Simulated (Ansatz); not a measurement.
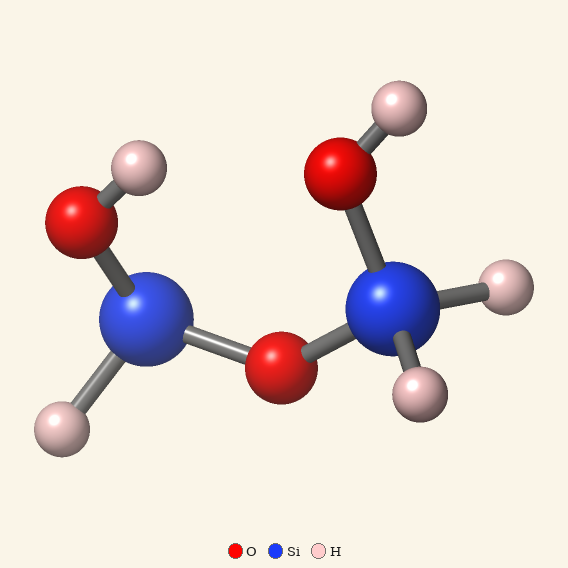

State: neutral, doublet. The geometry was computed by an optimisation with PBE0-D4/def2-TZVP. No frequency run is at hand to confirm it as a minimum.

Give the structural formula.

SMILES: O[SiH]O[SiH2]O

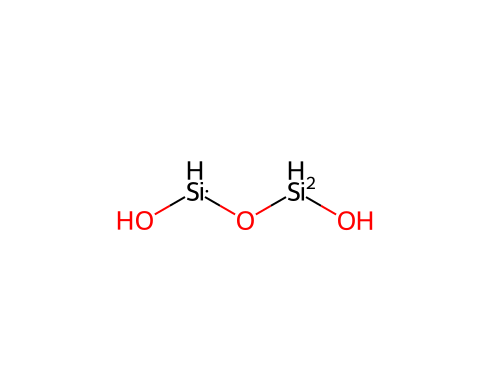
